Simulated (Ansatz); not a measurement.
## Geometry relaxation of Si₂HO (charge +1)

Si₂HO, charge +1, SMILES O[Si]#[Si+], computed with RKS PBE-D4/def2-SVP (Ansatz 0.2.0).

It belongs to a series of runs on one base structure; here: start relaxed. Figures and captions count atoms from 1; the log counts them from 0 in places.

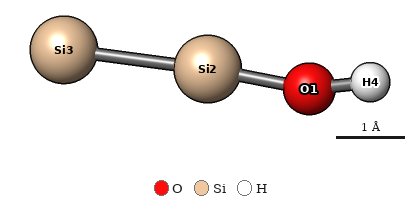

The input geometry (ball-and-stick view, seen at a tilt; atoms are numbered from 1 in the order of the input). Bond lengths as drawn: H–O 0.96 Å, O–Si 1.57 Å and Si–Si 2.20 Å.

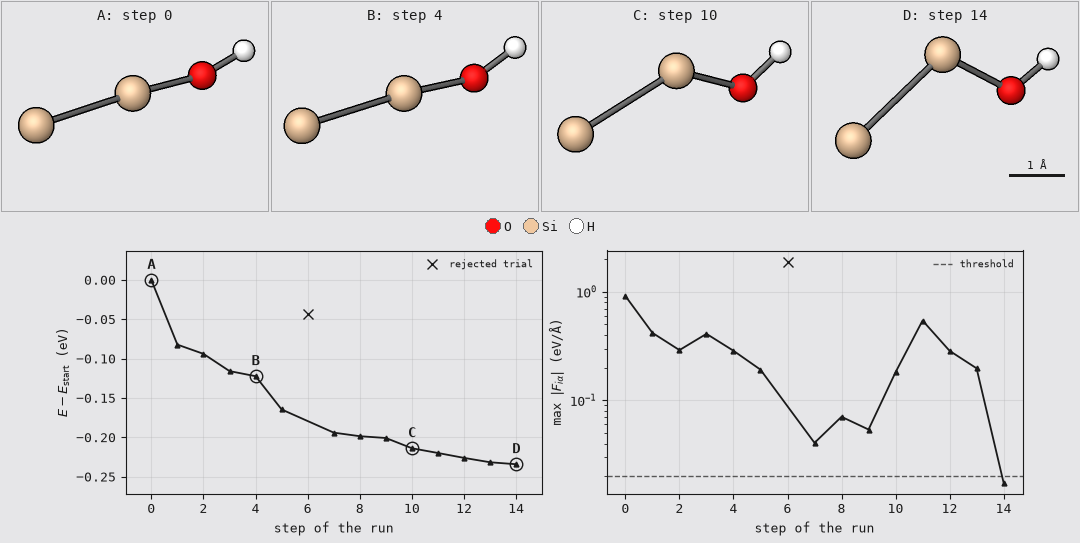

Frames of the relaxation (ball-and-stick view, seen at a tilt) above the curves, on which the letters mark them (the first geometry is step 0 here and step 1 in the log).

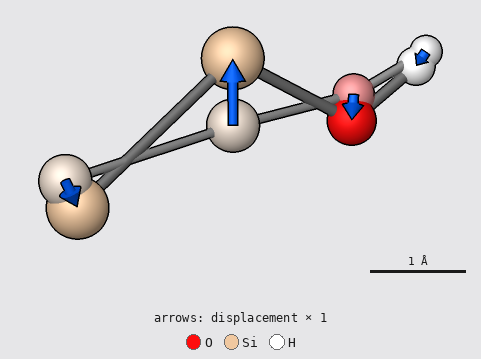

Start (faint) and end (solid) with the displacements as blue arrows, at true length (ball-and-stick view, seen at a tilt). The two geometries are laid on each other by the best rigid fit. The largest move after the best rigid fit is that of Si2, 0.71 Å. Largest moves by element: Si 0.71 Å, O 0.28 Å, H 0.19 Å. Distances before and after: Si2–Si3 2.198 → 2.480 Å, O1–Si2 1.566 → 1.647 Å, O1–H4 0.959 → 0.983 Å. Among the angles that change: O1–Si2–Si3 176.6° → 117.1°, Si2–O1–H4 162.1° → 120.7°. After 14 geometry steps the energy has fallen by 0.234 eV. Largest force component: 0.91 eV/Å at the start, 0.017 eV/Å at the end. The line search rejected the trial step at point 6 (counted from 0) and went back. (Atoms are counted from 1 in the order of the input.)

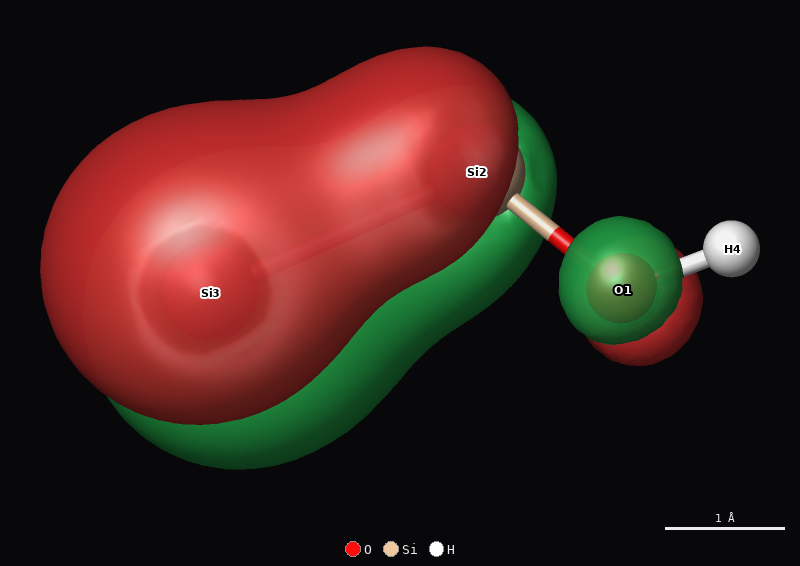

The LUMO at ±0.1 Å⁻³ᐟ² (green and red are the two phases), seen at a tilt. Its energy is −10.52 eV.

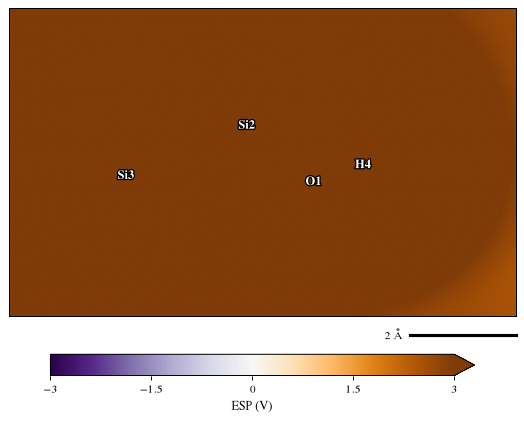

Electrostatic potential on the molecular plane. Atoms in the plane: O, Si and H. The potential has no marked negative region in this plane.

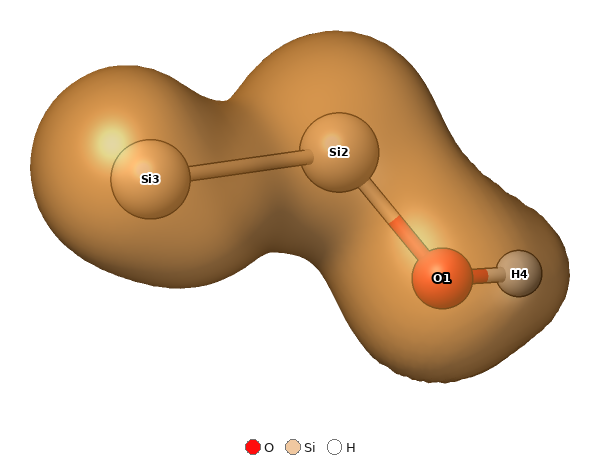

Isosurface of the electron density at 0.2 e/Å³ (orange), seen at a tilt. At this value the surface is in one piece. On the grid the lowest density along these lines, outside the cores, is 0.93 e/Å³ (Si–O, 1.65 Å), 0.5 e/Å³ (Si–Si, 2.48 Å) and 2.2 e/Å³ (O–H, 0.98 Å).

The input and output of the run follow.

**Input**
```yaml
crystal:
  periodic: [false, false, false]
  atoms:
    - { symbol: O, position_ang: [-0.68393, 0.61889, -0.60713] }
    - { symbol: Si, position_ang: [0.28936, -0.29921, 0.20647] }
    - { symbol: Si, position_ang: [1.70956, -1.62326, 1.23662] }
    - { symbol: H, position_ang: [-1.31499, 1.30358, -0.83596] }
total_charge: 1
basis:
  gaussian: { orbitals: def2-SVP }
hamiltonian:
  xc: pbe
  dispersion: d4
relax:
  f_tol: 0.02
  max_steps: 40
output:
  orbitals: {}
```

Command:
```bash
ansatz run input.yaml --threads 1 --pin off --max-ram 2048MiB --backend cpu --events-out ev --progress --plain --runs-dir out
```

**The program's output**
```
The last accepted step is kept in [file] (removed where the run ends without a failure and the disk answers)
Engine: ansatz 0.2.0, aarch64-unknown-linux-gnu
Functional definition: PBE
  parameter kappa = 0.804
  parameter beta = 0.06672455060314922
  exchange = pbe_x(kappa = kappa, mu = beta*pi^2/3)
  correlation = pbe_c(beta = beta)
593 factors; their error is unknown
mean field evaluation 1: about -17770.7652 eV, gradient 9.9e1 eV
mean field evaluation 2: about -17513.9717 eV, gradient 2.3e2 eV
mean field evaluation 4: about -17730.2711 eV, gradient 1.2e2 eV
mean field evaluation 8: about -17791.0206 eV, gradient 4.4e0 eV
mean field evaluation 16: about -17791.0982 eV, gradient 6.6e-2 eV
mean field evaluation 32: about -17791.0987 eV, gradient 5.7e-9 eV
mean field -17791.09868132 eV, -653.8108172989 hartree, gradient 9.8e-8 eV, S^2 0.000000; 3 other end points of the search recorded, 0 dependent functions left out
the calculation of the forces begins
reference -17791.09871021 eV, -653.8108183604 hartree; 18, 18 occupied and 37, 37 virtual orbitals, 593 factors
relax step   1: F+E_penalty+E_count = -17791.18044097 eV  Δ(F+E_penalty+E_count) = +0.000e0 eV  max|allowed force component| = 9.124e-1 eV/Å  Δτ_max = 0.0000 Å  (169 SCF iters, accepted)
these checks for a lower state are left out or cut short: starts, cluster_reference, orbital_swaps, neighbouring_geometries, increment
593 factors; their error is unknown
mean field evaluation 64: about -17791.1819 eV, gradient 2.5e-5 eV
mean field -17791.18185897 eV, -653.8138740208 hartree, gradient 7.9e-8 eV, S^2 0.000000; 0 other end points of the search recorded, 0 dependent functions left out
[... from here on the field's lines of each further geometry are left out, up to the last ...]
relax step   2: F+E_penalty+E_count = -17791.26256492 eV  Δ(F+E_penalty+E_count) = -8.212e-2 eV  max|allowed force component| = 4.182e-1 eV/Å  Δτ_max = 0.0670 Å  (83 SCF iters, accepted)
relax step   3: F+E_penalty+E_count = -17791.27428543 eV  Δ(F+E_penalty+E_count) = -1.172e-2 eV  max|allowed force component| = 2.902e-1 eV/Å  Δτ_max = 0.0297 Å  (82 SCF iters, accepted)
relax step   4: F+E_penalty+E_count = -17791.29618057 eV  Δ(F+E_penalty+E_count) = -2.190e-2 eV  max|allowed force component| = 4.098e-1 eV/Å  Δτ_max = 0.0511 Å  (77 SCF iters, accepted)
relax step   5: F+E_penalty+E_count = -17791.30268338 eV  Δ(F+E_penalty+E_count) = -6.503e-3 eV  max|allowed force component| = 2.862e-1 eV/Å  Δτ_max = 0.0118 Å  (69 SCF iters, accepted)
relax step   6: F+E_penalty+E_count = -17791.34495458 eV  Δ(F+E_penalty+E_count) = -4.227e-2 eV  max|allowed force component| = 1.916e-1 eV/Å  Δτ_max = 0.0811 Å  (48 SCF iters, accepted)
relax step   7: F+E_penalty+E_count = -17791.22339080 eV  Δ(F+E_penalty+E_count) = +1.216e-1 eV  max|allowed force component| = 1.898e0 eV/Å  Δτ_max = 0.1954 Å  (38 SCF iters, rejected (line search))
relax step   8: F+E_penalty+E_count = -17791.37439500 eV  Δ(F+E_penalty+E_count) = -2.944e-2 eV  max|allowed force component| = 4.060e-2 eV/Å  Δτ_max = 0.0884 Å  (38 SCF iters, accepted)
relax step   9: F+E_penalty+E_count = -17791.37891799 eV  Δ(F+E_penalty+E_count) = -4.523e-3 eV  max|allowed force component| = 7.057e-2 eV/Å  Δτ_max = 0.1000 Å  (35 SCF iters, accepted)
relax step  10: F+E_penalty+E_count = -17791.38120272 eV  Δ(F+E_penalty+E_count) = -2.285e-3 eV  max|allowed force component| = 5.386e-2 eV/Å  Δτ_max = 0.0312 Å  (36 SCF iters, accepted)
relax step  11: F+E_penalty+E_count = -17791.39424506 eV  Δ(F+E_penalty+E_count) = -1.304e-2 eV  max|allowed force component| = 1.815e-1 eV/Å  Δτ_max = 0.1966 Å  (44 SCF iters, accepted)
relax step  12: F+E_penalty+E_count = -17791.40026666 eV  Δ(F+E_penalty+E_count) = -6.022e-3 eV  max|allowed force component| = 5.430e-1 eV/Å  Δτ_max = 0.1961 Å  (41 SCF iters, accepted)
relax step  13: F+E_penalty+E_count = -17791.40648049 eV  Δ(F+E_penalty+E_count) = -6.214e-3 eV  max|allowed force component| = 2.859e-1 eV/Å  Δτ_max = 0.0661 Å  (36 SCF iters, accepted)
relax step  14: F+E_penalty+E_count = -17791.41203062 eV  Δ(F+E_penalty+E_count) = -5.550e-3 eV  max|allowed force component| = 1.972e-1 eV/Å  Δτ_max = 0.0645 Å  (47 SCF iters, accepted)
the calculation of the forces begins
reference -17791.33082656 eV, -653.8193484789 hartree; 18, 18 occupied and 37, 37 virtual orbitals, 593 factors
relax step  15: F+E_penalty+E_count = -17791.41453329 eV  Δ(F+E_penalty+E_count) = -2.503e-3 eV  max|allowed force component| = 1.745e-2 eV/Å  Δτ_max = 0.0238 Å  (36 SCF iters, accepted)
593 factors; their error is unknown
mean field evaluation 256: about -17791.2174 eV, gradient 4.3e0 eV
mean field -17791.33079750 eV, -653.8193474111 hartree, gradient 2.2e-5 eV, S^2 0.000000; 5 other end points of the search recorded, 0 dependent functions left out
the calculation of the forces begins
reference -17791.33082656 eV, -653.8193484789 hartree; 18, 18 occupied and 37, 37 virtual orbitals, 593 factors
Total energy: -17791.41456235 eV, -653.8224257123 hartree
Atom 0 at    -0.569806     0.422521    -0.757808 Å, force    -0.006396    -0.001526    -0.016601 eV/Å
Atom 1 at     0.089664     0.153094     0.727131 Å, force     0.005479    -0.001511     0.017450 eV/Å
Atom 2 at     1.694838    -1.727396     0.925724 Å, force     0.002731    -0.001965     0.000319 eV/Å
Atom 3 at    -1.214696     1.151781    -0.895046 Å, force    -0.001815     0.005002    -0.001168 eV/Å
Dipole moment:     0.077854    -0.067610     0.076347 e Å
```

**Trajectory as extended XYZ (Å, eV, eV/Å), 15 frames, from step=1 to step=15**
```
4
Properties=species:S:1:pos:R:3:forces:R:3 step=1 energy=-17791.18044
O    -0.6839    0.6189   -0.6071   -0.0060  -0.1305  -0.4510
Si    0.2894   -0.2992    0.2065   -0.3677   0.3605  -0.1407
Si    1.7096   -1.6233    1.2366    0.9124  -0.8507   0.6668
H    -1.3150    1.3036   -0.8360   -0.5386   0.6206  -0.0750
4
Properties=species:S:1:pos:R:3:forces:R:3 step=2 energy=-17791.26257
O    -0.6977    0.6299   -0.6214   -0.1618   0.0636  -0.4182
Si    0.2816   -0.2925    0.1981    0.0586  -0.0272   0.1562
Si    1.7522   -1.6631    1.2695    0.2321  -0.2178   0.1717
H    -1.3361    1.3258   -0.8462   -0.1289   0.1814   0.0904
4
Properties=species:S:1:pos:R:3:forces:R:3 step=3 energy=-17791.27428
O    -0.7053    0.6339   -0.6329   -0.0514  -0.0321  -0.2902
Si    0.2807   -0.2908    0.1944    0.0314   0.0058   0.1238
Si    1.7704   -1.6803    1.2854    0.0139  -0.0147   0.0115
H    -1.3458    1.3372   -0.8469    0.0061   0.0409   0.1549
4
Properties=species:S:1:pos:R:3:forces:R:3 step=4 energy=-17791.29618
O    -0.7055    0.6151   -0.6805    0.2679  -0.4098  -0.2419
Si    0.2779   -0.2862    0.1893   -0.0367   0.0786   0.0895
Si    1.7628   -1.6700    1.2917    0.0150  -0.0157   0.0113
H    -1.3353    1.3411   -0.8005   -0.2462   0.3469   0.1410
4
Properties=species:S:1:pos:R:3:forces:R:3 step=5 energy=-17791.30268
O    -0.7062    0.6110   -0.6915    0.0197  -0.1245  -0.2862
Si    0.2779   -0.2846    0.1877    0.0039   0.0432   0.1237
Si    1.7678   -1.6747    1.2980   -0.0519   0.0467  -0.0392
H    -1.3396    1.3482   -0.7942    0.0284   0.0346   0.2016
4
Properties=species:S:1:pos:R:3:forces:R:3 step=6 energy=-17791.34496
O    -0.7040    0.5798   -0.7663    0.0905  -0.1678  -0.1591
Si    0.2693   -0.2624    0.2042   -0.1578   0.1861  -0.0246
Si    1.7532   -1.6616    1.2921   -0.0053   0.0026  -0.0080
H    -1.3185    1.3442   -0.7300    0.0726  -0.0208   0.1916
4
Properties=species:S:1:pos:R:3:forces:R:3 step=7 energy=-17791.22339 accepted=F
O    -0.6987    0.5062   -0.9472   -0.8554   1.6896   1.7728
Si    0.2349   -0.2007    0.2366   -0.4148   0.2700  -0.6470
Si    1.7195   -1.6293    1.2783    0.0585  -0.0620   0.0256
H    -1.2557    1.3238   -0.5677    1.2117  -1.8976  -1.1513
4
Properties=species:S:1:pos:R:3:forces:R:3 step=8 energy=-17791.37439
O    -0.6942    0.5415   -0.8403   -0.0182   0.0078  -0.0406
Si    0.2391   -0.2006    0.2598   -0.0070   0.0214   0.0341
Si    1.7359   -1.6555    1.2574    0.0175  -0.0214   0.0008
H    -1.2807    1.3146   -0.6769    0.0077  -0.0078   0.0057
4
Properties=species:S:1:pos:R:3:forces:R:3 step=9 energy=-17791.37892
O    -0.6790    0.5235   -0.8410   -0.0029   0.0190   0.0428
Si    0.2192   -0.1457    0.3409   -0.0652   0.0706  -0.0249
Si    1.7360   -1.6738    1.2099    0.0480  -0.0541   0.0118
H    -1.2763    1.2959   -0.7099    0.0202  -0.0355  -0.0297
4
Properties=species:S:1:pos:R:3:forces:R:3 step=10 energy=-17791.38120
O    -0.6743    0.5206   -0.8336   -0.0044  -0.0053  -0.0302
Si    0.2125   -0.1280    0.3657   -0.0002   0.0196   0.0539
Si    1.7392   -1.6830    1.1958    0.0166  -0.0238  -0.0099
H    -1.2774    1.2904   -0.7280   -0.0120   0.0095  -0.0138
4
Properties=species:S:1:pos:R:3:forces:R:3 step=11 energy=-17791.39424
O    -0.6424    0.4915   -0.8075    0.0800  -0.0329   0.1815
Si    0.1714   -0.0198    0.5247   -0.1540   0.1246  -0.1729
Si    1.7434   -1.7231    1.0998   -0.0433   0.0347  -0.0509
H    -1.2724    1.2515   -0.8170    0.1172  -0.1264   0.0424
4
Properties=species:S:1:pos:R:3:forces:R:3 step=12 energy=-17791.40027
O    -0.5936    0.4495   -0.7571   -0.3339   0.4102   0.0134
Si    0.1270    0.0896    0.6812   -0.2203   0.1804  -0.2430
Si    1.7144   -1.7315    0.9770    0.0396  -0.0477   0.0010
H    -1.2478    1.1924   -0.9012    0.5146  -0.5430   0.2285
4
Properties=species:S:1:pos:R:3:forces:R:3 step=13 energy=-17791.40648
O    -0.5902    0.4374   -0.7568   -0.1156   0.1704   0.0402
Si    0.0959    0.1376    0.7141   -0.0111  -0.0266  -0.1227
Si    1.7266   -1.7523    0.9531   -0.1356   0.1420  -0.0511
H    -1.2323    1.1773   -0.9105    0.2623  -0.2859   0.1337
4
Properties=species:S:1:pos:R:3:forces:R:3 step=14 energy=-17791.41203
O    -0.5494    0.4305   -0.7600    0.0154  -0.1019  -0.1438
Si    0.0909    0.1629    0.7273    0.0723  -0.0336   0.1972
Si    1.6799   -1.7241    0.9187    0.0459  -0.0342   0.0135
H    -1.2214    1.1308   -0.8859   -0.1336   0.1697  -0.0669
4
Properties=species:S:1:pos:R:3:forces:R:3 step=15 energy=-17791.41453
O    -0.5698    0.4225   -0.7578   -0.0064  -0.0015  -0.0166
Si    0.0897    0.1531    0.7271    0.0055  -0.0015   0.0175
Si    1.6948   -1.7274    0.9257    0.0027  -0.0020   0.0003
H    -1.2147    1.1518   -0.8950   -0.0018   0.0050  -0.0012
```

**Key numbers**

```tsv
quantity	value
outcome	converged
total energy	−17791.4146 eV
mean-field energy	−17791.3308 eV
largest force (length of the vector) at the end	0.018 eV/Å
hardware	1 thread of Arm Neoverse V1, 24 GiB of memory available, shared host
wall time	29 s
peak memory	0.11 GiB
```
